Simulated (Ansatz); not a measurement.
The relaxed structure here is a generated cell of P: the first start was made by placing the elements on the sites of a structure type, and the end was not matched to a known phase here, so it may be hypothetical. Known forms of P include space group No. 64.

A relaxed structure of P. Space group Pm-3m (No. 221), AFLOW prototype A_cP1_221_a (A_h). The numbers are results of PBEsol (plane waves to 420 eV, PAW, scalar-relativistic; Ansatz, an electronic-structure program), not measurements.

```cif
data_P
_chemical_formula_sum 'P1'
_space_group_name_H-M_alt 'P 1'
_space_group_IT_number 1
_cell_length_a 2.42070
_cell_length_b 2.42070
_cell_length_c 2.42070
_cell_angle_alpha 90.000
_cell_angle_beta 90.000
_cell_angle_gamma 90.000
loop_
_space_group_symop_operation_xyz
  'x, y, z'
loop_
_atom_site_label
_atom_site_type_symbol
_atom_site_fract_x
_atom_site_fract_y
_atom_site_fract_z
_atom_site_occupancy
P1 P 0.50000 0.50000 0.50000 1
```

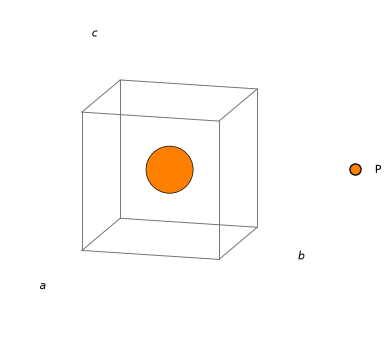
The conventional cell of the relaxed structure

* **Volume per atom**: 14.18 Å³
* **Density**: 3.63 g/cm³
* **Band gap**: no gap (metallic)
* **Shortest distances**: P–P 2.42 Å
* **k-mesh**: 19×19×19

No spin polarisation in the result. The relaxed primitive cell holds an odd number of electrons. A magnetic state may lie lower.

The run could not lose the symmetry of its start: the end is stationary, and may be a saddle point rather than a minimum.

It was reached from a disturbed copy of a Ia-3 (No. 206) cell (AFLOW prototype A_cI16_206_c (as in Si)), against which it lies -0.39 eV/atom.
